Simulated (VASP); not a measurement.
## A VASP study of TaTeI (PBE + D3(BJ)): structure first, properties next

Aim: relax TaTeI, then compute properties on the relaxed cell. The steps: rough relaxation of the start cell, relaxing cell and atoms (PBE + D3(BJ)), density, ELF and potential (PBE + D3(BJ)), band structure (PBE + D3(BJ)), density of states (PBE + D3(BJ)), bands along the symmetry lines (PBE + D3(BJ) + SOC), volume scan with PBE + D3(BJ), fit for PBE + D3(BJ) and a single point (PBE + D3(BJ)), changed input. The cell is invented: other elements were put on sites of a known structure type. It may not be a known or stable phase.

Main program and level: VASP 6.6.1; PBE with D3(BJ); plane waves and PAW (Ta_pv, Te, I), in the first sound run; inputs show where later runs differ.

### 1. Starting point

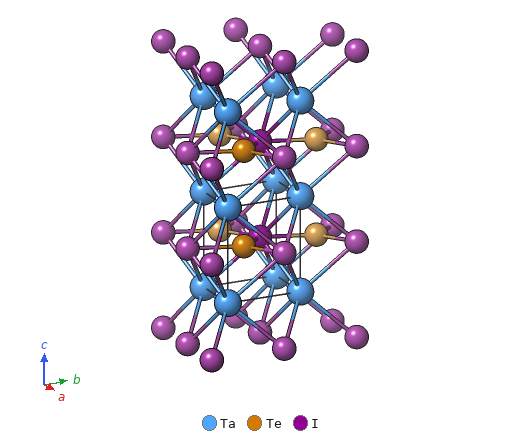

The starting structure, seen slightly off an axis (tantalum blue, tellurium orange, iodine purple). 1×1×2 cells are drawn. Some periodic images of atoms are drawn too.

Structure file:

```xyz
3
Lattice="4.7671 0.0000 0.0000 -2.3835 4.1284 0.0000 0.0000 0.0000 4.5870" Properties=species:S:1:pos:R:3 pbc="T T T"
Ta    0.0000    0.0000    0.0000
Te    2.3835    1.3761    2.2935
I     0.0000    2.7523    2.2935
```

### 2. Rough relaxation of the start cell

The start is only an estimate, so a cheap relaxation brings it near a minimum before any careful run. PBE, the usual starting point, adds the gradient of the density. A dispersion term adds the long-range attraction that semilocal functionals lack. D3 with Becke-Johnson damping keeps a finite attraction at short range.

Input file INCAR:

```
SYSTEM = TaTeI
PREC = Normal
ENCUT = 400
EDIFF = 1E-05
NELM = 60
ISMEAR = 0
SIGMA = 0.05
LREAL = .FALSE.
ALGO = Fast
GGA = PE
IVDW = 12
NBANDS = 18
LORBIT = 11
LWAVE = .FALSE.
LCHARG = .FALSE.
IBRION = 2
NSW = 40
ISIF = 3
EDIFFG = -0.04
```

Input file POSCAR:

```
TaTeI
1.0
    4.7670806500      0.0000000000      0.0000000000
   -2.3835403300      4.1284129500      0.0000000000
    0.0000000000      0.0000000000      4.5870248700
Ta Te I
1 1 1
Direct
    0.0000000000      0.0000000000      0.0000000000
    0.6666666700      0.3333333300      0.5000000000
    0.3333333300      0.6666666700      0.5000000000
```

Input file KPOINTS:

```
Automatic mesh
0
Gamma
4 4 4
0 0 0
```

PAW data sets: Ta_pv, Te and I (PBE family, release 64).

Run with:

```sh
mpirun -np 1 vasp_std
```

Log:

```text
[banner, memory and clock lines left out]
running    1 mpi-ranks, on    1 nodes
 distrk:  each k-point on    1 cores,    1 groups
 distr:  one band on    1 cores,    1 groups

 POSCAR found type information on POSCAR TaTeI
 POSCAR found :  3 types and       3 ions
 LDA part: xc-table for (Slater+PW92), standard interpolation
 POSCAR, INCAR and KPOINTS ok, starting setup
 FFT: planning ... GRIDC
 FFT: planning ... GRID_SOFT
 FFT: planning ... GRID
 WAVECAR not read
 entering main loop
       N       E                     dE             d eps       ncg     rms          rms(c)
DAV:   1     0.971069136140E+02    0.97107E+02   -0.10026E+04   496   0.930E+02
DAV:   2    -0.453021731374E+01   -0.10164E+03   -0.10000E+03   568   0.200E+02
DAV:   3    -0.102284147565E+02   -0.56982E+01   -0.55604E+01   522   0.418E+01
DAV:   4    -0.103972556411E+02   -0.16884E+00   -0.16549E+00   600   0.693E+00
DAV:   5    -0.104008187329E+02   -0.35631E-02   -0.35541E-02   506   0.908E-01    0.221E+01
RMM:   6    -0.981730559581E+01    0.58351E+00   -0.49758E+00   436   0.909E+00    0.914E+00
RMM:   7    -0.938413185523E+01    0.43317E+00   -0.78792E-01   432   0.451E+00    0.807E+00
RMM:   8    -0.932072329626E+01    0.63409E-01   -0.21318E-01   441   0.253E+00    0.131E+00
RMM:   9    -0.932231492245E+01   -0.15916E-02   -0.40183E-02   469   0.771E-01    0.424E-01
RMM:  10    -0.932099041892E+01    0.13245E-02   -0.46965E-03   445   0.393E-01    0.336E-01
RMM:  11    -0.932096403931E+01    0.26380E-04   -0.13520E-03   461   0.188E-01    0.501E-02
RMM:  12    -0.932095821801E+01    0.58213E-05   -0.38895E-04   449   0.110E-01    0.363E-02
RMM:  13    -0.932095382014E+01    0.43979E-05   -0.85506E-05   378   0.481E-02
   1 F= -.10614182E+02 E0= -.10610302E+02  d E =-.106142E+02
 curvature:   0.00 expect dE= 0.000E+00 dE for cont linesearch  0.000E+00
 trial: gam= 0.00000 g(F)=  0.584E-43 g(S)=  0.238E+01 ort = 0.000E+00 (trialstep = 0.100E+01)
 search vector abs. value=  0.238E+01
 bond charge predicted
       N       E                     dE             d eps       ncg     rms          rms(c)
DAV:   1    -0.150765680269E+02   -0.57556E+01   -0.23494E+02   432   0.955E+01    0.160E+01
RMM:   2    -0.127783794846E+02    0.22982E+01   -0.73280E+00   438   0.172E+01    0.666E+00
RMM:   3    -0.116054519832E+02    0.11729E+01   -0.15250E+00   433   0.742E+00    0.421E+00
RMM:   4    -0.112749444386E+02    0.33051E+00   -0.81701E-01   437   0.494E+00    0.143E+00
RMM:   5    -0.112629962899E+02    0.11948E-01   -0.12072E-01   438   0.207E+00    0.107E+00
RMM:   6    -0.112538404156E+02    0.91559E-02   -0.55271E-02   457   0.118E+00    0.727E-01
RMM:   7    -0.112534139779E+02    0.42644E-03   -0.10025E-02   451   0.629E-01    0.118E-01
RMM:   8    -0.112533864409E+02    0.27537E-04   -0.23473E-03   461   0.309E-01    0.754E-02
RMM:   9    -0.112534315772E+02   -0.45136E-04   -0.50674E-04   478   0.158E-01    0.797E-02
RMM:  10    -0.112534815882E+02   -0.50011E-04   -0.15122E-04   425   0.788E-02    0.187E-01
RMM:  11    -0.112534428831E+02    0.38705E-04   -0.48692E-05   363   0.472E-02    0.213E-02
RMM:  12    -0.112534402632E+02    0.26200E-05   -0.13906E-05   292   0.222E-02
   2 F= -.12528405E+02 E0= -.12523558E+02  d E =-.191422E+01
[... from here on, the cycles between the ionic steps are left out ...]
   3 F= -.13132208E+02 E0= -.13125743E+02  d E =-.251803E+01
   4 F= -.13384467E+02 E0= -.13379074E+02  d E =-.277028E+01
   5 F= -.13374303E+02 E0= -.13367904E+02  d E =-.276012E+01
   6 F= -.13473185E+02 E0= -.13465132E+02  d E =-.285900E+01
   7 F= -.12087754E+02 E0= -.12081043E+02  d E =0.138543E+01
   8 F= -.13738136E+02 E0= -.13734748E+02  d E =-.264951E+00
   9 F= -.13754579E+02 E0= -.13751435E+02  d E =-.281394E+00
  10 F= -.13756123E+02 E0= -.13753004E+02  d E =-.282938E+00
  11 F= -.13893089E+02 E0= -.13885432E+02  d E =-.136966E+00
  12 F= -.12447054E+02 E0= -.12443406E+02  d E =0.130907E+01
  13 F= -.13986680E+02 E0= -.13983279E+02  d E =-.230558E+00
  14 F= -.13758159E+02 E0= -.13752723E+02  d E =-.203662E-02
  15 F= -.14034392E+02 E0= -.14031225E+02  d E =-.278269E+00
  16 F= -.14034487E+02 E0= -.14031256E+02  d E =-.278364E+00
  17 F= -.13980330E+02 E0= -.13975659E+02  d E =0.541568E-01
  18 F= -.14042050E+02 E0= -.14038173E+02  d E =-.756369E-02
  19 F= -.14043893E+02 E0= -.14039931E+02  d E =-.184283E-02
 trial-energy change:   -0.001843  1 .order   -0.002157   -0.015755    0.011441
 step:   0.5943(harm=  0.6124)  dis= 0.00000  next Energy=   -14.046424 (dE=-0.437E-02)
 bond charge predicted
       N       E                     dE             d eps       ncg     rms          rms(c)
DAV:   1    -0.124611646060E+02   -0.32737E-03   -0.42091E-01   458   0.481E+00    0.955E-01
RMM:   2    -0.124487550312E+02    0.12410E-01   -0.22089E-02   432   0.983E-01    0.312E-01
RMM:   3    -0.124460296917E+02    0.27253E-02   -0.52803E-03   434   0.436E-01    0.124E-01
RMM:   4    -0.124456340242E+02    0.39567E-03   -0.26307E-03   439   0.308E-01    0.964E-02
RMM:   5    -0.124456586862E+02   -0.24662E-04   -0.31386E-04   448   0.118E-01    0.768E-02
RMM:   6    -0.124456761303E+02   -0.17444E-04   -0.67313E-05   384   0.523E-02    0.348E-02
RMM:   7    -0.124456809444E+02   -0.48141E-05   -0.17909E-05   289   0.263E-02
  20 F= -.14046425E+02 E0= -.14042570E+02  d E =-.437442E-02
 curvature:  -0.31 expect dE=-0.183E-04 dE for cont linesearch -0.496E-09
 trial: gam=-0.00123 g(F)=  0.132E-43 g(S)=  0.596E-04 ort =-0.492E-05 (trialstep = 0.964E+00)
 search vector abs. value=  0.597E-04
 reached required accuracy - stopping structural energy minimisation
```

Wall time 76 s (1 MPI rank of Intel Xeon Platinum 8488C (Sapphire Rapids), shared host); peak memory 0.16 GiB.

Lines that name or quote the potential files are left out of all logs, and their timing lines are given in words.

From OUTCAR (step 2):

```text
ion  position               nearest neighbor table
   1  0.000  0.000  0.000-   2 3.58   3 3.58   2 3.58   3 3.58   2 3.58   2 3.58   3 3.58   3 3.58
                             2 3.58   2 3.58   3 3.58   3 3.58
   2  0.667  0.333  0.500-   3 2.75   3 2.75   3 2.75   1 3.58   1 3.58   1 3.58   1 3.58   1 3.58
                             1 3.58
   3  0.333  0.667  0.500-   2 2.75   2 2.75   2 2.75   1 3.58   1 3.58   1 3.58   1 3.58   1 3.58
                             1 3.58

  LATTYP: Found a hexagonal cell.
 ALAT       =     4.7670806500
 C/A-ratio  =     0.9622293405

 Subroutine GETGRP returns: Found 12 space group operations
 (whereof 12 operations were pure point group operations)

The static configuration has the point symmetry D_3h.

 Found     12 irreducible k-points:

   k-points           NKPTS =     12   k-points in BZ     NKDIM =     12   number of bands    NBANDS=     18

   dimension x,y,z NGX =    24 NGY =   24 NGZ =   24
   dimension x,y,z NGXF=    48 NGYF=   48 NGZF=   48

   ENCUT  =  400.0 eV  29.40 Ry    5.42 a.u.   7.77  7.77  7.48*2*pi/ulx,y,z

   NELECT =      24.0000    total number of electrons

 k-points in reciprocal lattice and weights: Automatic mesh
   0.00000000  0.00000000  0.00000000       0.016
   0.25000000  0.00000000  0.00000000       0.094
   0.50000000  0.00000000  0.00000000       0.047
   0.25000000  0.25000000  0.00000000       0.094
   0.00000000  0.00000000  0.25000000       0.031
   0.25000000  0.00000000  0.25000000       0.188
   0.50000000  0.00000000  0.25000000       0.094
   0.25000000  0.25000000  0.25000000       0.188
   0.00000000  0.00000000  0.50000000       0.016
   0.25000000  0.00000000  0.50000000       0.094
   0.50000000  0.00000000  0.50000000       0.047
   0.25000000  0.25000000  0.50000000       0.094

 Edisp (eV)   -1.58305

 average (electrostatic) potential at core
       1 -35.4270       2 -86.9986       3 -89.0429

 E-fermi :   8.7099

 k-point     1 :       0.0000    0.0000    0.0000
  band No.  band energies     occupation
    ...
      7       1.7767      2.00000
      8       5.3979      2.00000
      9       5.3979      2.00000
     10       5.5891      2.00000
     11       7.8816      2.00000
     12       8.8396      0.00024
     13      10.0262      0.00000
     14      10.0262      0.00000
     15      10.2212      0.00000
     16      10.2212      0.00000
    ...

 k-point     2 :       0.2500    0.0000    0.0000
  band No.  band energies     occupation
    ...
      7       2.2775      2.00000
      8       4.4598      2.00000
      9       5.8337      2.00000
     10       6.8164      2.00000
     11       7.8671      2.00000
     12       9.4907      0.00000
     13      10.1968      0.00000
     14      10.2765      0.00000
     15      10.3119      0.00000
     16      10.7804      0.00000
    ...

 k-point     3 :       0.5000    0.0000    0.0000
  band No.  band energies     occupation
    ...
      8       6.2615      2.00000
      9       6.4565      2.00000
     10       6.9035      2.00000
     11       7.9042      2.00000
     12       8.6616      1.82786
     13       9.9528      0.00000
     14      10.1728      0.00000
     15      10.2472      0.00000
     16      11.3332      0.00000
     17      11.6756      0.00000
    ...

 Edisp (eV)   -1.60074

  Total       0.00627     0.00627    -0.06025    -0.00000     0.00000    -0.00000
  in kB       0.13621     0.13621    -1.30886    -0.00000     0.00000    -0.00000
  external pressure =       -0.35 kB  Pullay stress =        0.00 kB

  energy-cutoff  :      400.00
  volume of cell :       73.76
      direct lattice vectors                 reciprocal lattice vectors
     5.202755140 -0.000000000  0.000000000     0.192205855  0.110970102 -0.000000000
    -2.601377576  4.505718127  0.000000000     0.000000000  0.221940204  0.000000000
     0.000000000 -0.000000000  3.146275126    -0.000000000 -0.000000000  0.317836159

 POSITION                                       TOTAL-FORCE (eV/Angst)
 -----------------------------------------------------------------------------------
      0.00000      0.00000      0.00000         0.000000     -0.000000      0.000000
      2.60138      1.50191      1.57314        -0.000000     -0.000000      0.000000
     -0.00000      3.00381      1.57314        -0.000000      0.000000     -0.000000
 -----------------------------------------------------------------------------------
    total drift:                                0.000006     -0.000003     -0.000000

  FREE ENERGIE OF THE ION-ELECTRON SYSTEM (eV)
  ---------------------------------------------------
  free  energy   TOTEN  =       -14.0464247130 eV

  energy  without entropy=      -14.0387149225  energy(sigma->0) =      -14.04256982

 reached required accuracy - stopping structural energy minimisation

 total charge
# of ion       s       p       d       tot
------------------------------------------
    1        0.316   6.029   2.175   8.520
    2        1.451   1.758   0.093   3.303
    3        1.566   2.627   0.105   4.298
--------------------------------------------------
tot          3.334  10.414   2.373  16.121

[... 3 further parts left out ...]
```

The k-mesh is coarse for a metal. This relaxation is a rough one on cheap settings, only to bring the start near its minimum. After so large a change of volume the plane waves of the start cell no longer fit, so the final stress carries a basis-set error. The run keeps the 12 symmetry operations of its start, so it cannot find a distortion of lower symmetry.

The steps of the relaxation:

| step | energy less that of the first step (eV) | largest force (eV/Å) | pressure (GPa) | volume (Å³) |
| --- | --- | --- | --- | --- |
| 1 | 0.0000 | 0.0000 | 1.39 | 90.27 |
| 2 | -1.9142 | 0.0000 | -7.32 | 91.92 |
| 3 | -2.5180 | 0.0000 | -9.71 | 91.29 |
| 4 | -2.7703 | 0.0000 | -3.07 | 86.73 |
| 5 | -2.7601 | 0.0000 | -9.93 | 90.61 |
| 6 | -2.8590 | 0.0000 | -7.94 | 89.01 |
| 7 | -1.4736 | 0.0000 | 20.84 | 68.87 |
| 8 | -3.1240 | 0.0000 | -4.44 | 82.79 |
| 9 | -3.1404 | 0.0000 | -3.35 | 81.64 |
| 10 | -3.1419 | 0.0000 | -2.80 | 81.11 |
| 11 | -3.2789 | 0.0000 | -0.90 | 76.11 |
| 12 | -1.8329 | 0.0000 | 25.05 | 61.10 |
| 13 | -3.3725 | 0.0000 | 0.42 | 74.17 |
| 14 | -3.1440 | 0.0000 | 7.93 | 67.64 |
| 15 | -3.4202 | 0.0000 | 1.83 | 72.27 |
| 16 | -3.4203 | 0.0000 | 1.96 | 72.09 |
| 17 | -3.3661 | 0.0000 | -1.10 | 74.52 |
| 18 | -3.4279 | 0.0000 | 1.05 | 72.71 |
| 19 | -3.4297 | 0.0000 | -0.80 | 74.57 |
| 20 | -3.4322 | 0.0000 | -0.03 | 73.76 |

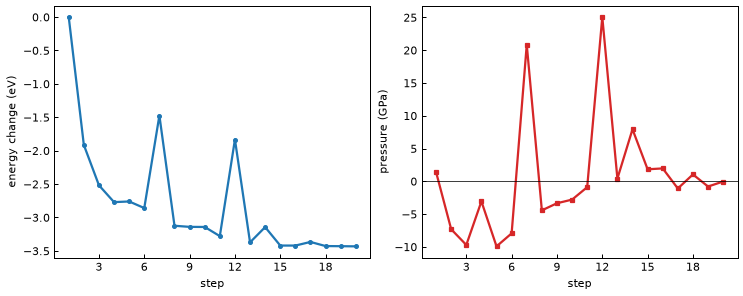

Energy and pressure along the relaxation.

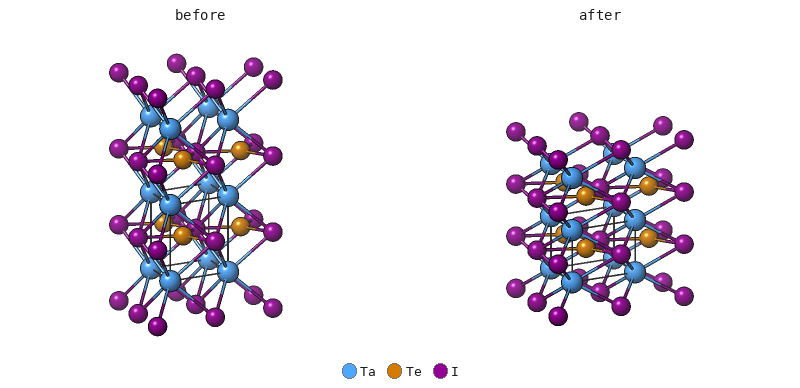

The structure before and after the relaxation, drawn at the same scale.

| cell as run | before | after | change |
| --- | --- | --- | --- |
| a (Å) | 4.767 | 5.203 | +9.1 % |
| b (Å) | 4.767 | 5.203 | +9.1 % |
| c (Å) | 4.587 | 3.146 | -31.4 % |
| volume (Å³/atom) | 30.09 | 24.59 | -18.3 % |

Final coordinates:

```
Ta Te I
1.0
     5.20276    0.00000    0.00000
    -2.60138    4.50572    0.00000
     0.00000    0.00000    3.14628
Ta Te I
1 1 1
Cartesian
  0.0000 0.0000 0.0000
  2.6014 1.5019 1.5731
  0.0000 3.0038 1.5731
```

Numbers from this step:

```
electrons                       : 24
bands                           : 18
irreducible k-points            : 12
symmetry operations             : 12
free energy (TOTEN)             : -14.05 eV
energy at zero smearing         : -14.04 eV
Fermi energy                    : 8.710 eV
pressure                        : -0.03455 GPa
metallic                        : yes
SCF cycles over all ionic steps : 191
```

It ends with forces that vanish by symmetry and a pressure of -0.03 GPa.

(Part 1 of 5 ends here.)

[Lines on the potential files, build, host, timing and source positions are cut from VASP's logs without a mark.]

[Logs are printed without paths, hosts, clocks, repeated set-up lines and the standing remarks that a program may print on its own settings, such as how far it seeks lower states.]

[Hosts, paths, dates, database ids (printed as entryN), source tags and the programs' standing remarks are cut or masked in the printed files.]

[A measured line is paired with the nearest computed mode of its activity, which favours agreement.]

[In band tables of VASP the shares of atoms and orbitals are scaled to a sum of 1 inside the atoms' spheres.]
